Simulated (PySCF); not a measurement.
```xyz
14

S    -2.6680   -0.4706   -0.7705
C    -1.3120   -1.1008    0.5047
C    -0.0988   -0.3569    0.3978
C     0.9269   -0.4370   -0.6885
C     1.7068    0.8133   -0.4212
C     1.1451    1.4446    0.6120
O     0.0633    0.7969    1.1124
H    -2.7250    0.7480   -0.2457
H    -1.2134   -2.1363    0.1982
H    -1.8052   -1.0013    1.4655
H     0.4672   -0.4456   -1.6870
H     1.5424   -1.3432   -0.6215
H     2.5635    1.1259   -0.9818
H     1.4065    2.3625    1.1035
```

Geometry: GFN2-xTB.

The calculation used PySCF, UKS B3LYP, pcH-1 on C H O S, non-relativistic, mean-field spin-orbit, GIAO.

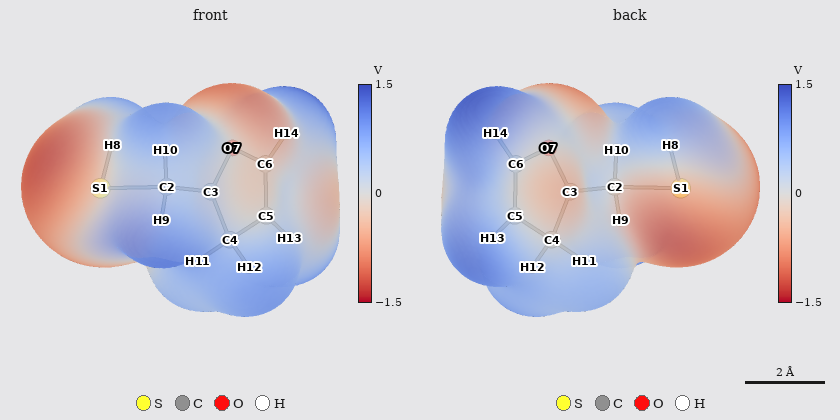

C₅H₇OS (SMILES SC[C]1CC=CO1) (doublet). The electrostatic potential painted on the density surface at 0.002 e/bohr³, seen from the front and from behind; the colour scale runs from red (negative) to blue (positive).

Question: Describe the electrostatic potential map.

Answer: The most negative region (about −1.2 V, or −28 kcal/mol for a unit charge) lies over S1, the most positive (about +1.3 V, or +30 kcal/mol for a unit charge) over H14.
